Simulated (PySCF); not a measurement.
# C9H13B: the cost of one run

Computed with PySCF 2.14.0 and routines of our own; the level stands in each step. Atoms count from 0.

### Step 1. The system as given

23 atoms, charge 0, multiplicity 1; geometry from: GFN2-xTB.

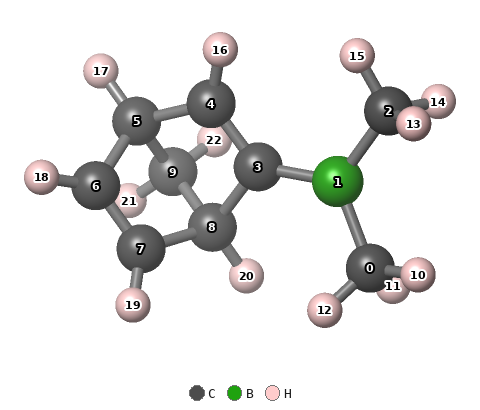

The starting geometry (carbon dark grey, boron green, hydrogen pink).

### Step 2. Relaxing the molecule at PBE0-D3(BJ)/def2-SVP

What the job is given:

```
{"job": {"xc": "PBE0", "basis": "def2-SVP", "d3": "d3bj", "grid": 2, "kind": "geom"}, "charge": 0, "multiplicity": 1}
C     -2.232419     1.108616    -1.170825
B     -1.598329     0.234773    -0.015580
C     -2.502855    -0.245797     1.186304
C     -0.117368    -0.180592    -0.109135
C      0.706003    -0.645431     0.843421
C      2.092689    -0.810447     0.256356
C      2.555312     0.601899    -0.071290
C      1.765051     1.057160    -1.031856
C      0.772034    -0.042514    -1.357434
C      1.685289    -1.262791    -1.156826
H     -3.181825     1.566661    -0.903900
H     -2.418512     0.476657    -2.040299
H     -1.563617     1.897597    -1.509968
H     -3.135887     0.553618     1.566666
H     -3.182210    -1.021899     0.832231
H     -1.951021    -0.665363     2.022667
H      0.484478    -0.830802     1.878202
H      2.788670    -1.427091     0.818631
H      3.352006     1.100520     0.446730
H      1.757600     2.024805    -1.496747
H      0.247538     0.047781    -2.303493
H      2.521748    -1.297499    -1.855184
H      1.150873    -2.212876    -1.169858
```

Run with:

```bash
$ OMP_NUM_THREADS=1 python excited_run.py task.json out
```

One launch serves the whole session: the jobs run in the order shown.

**Question.** How long does this first job take on 1 thread of Arm Neoverse N1, shared host, and how much memory does it need?

About 7.1 min, with a peak of 1 GiB.
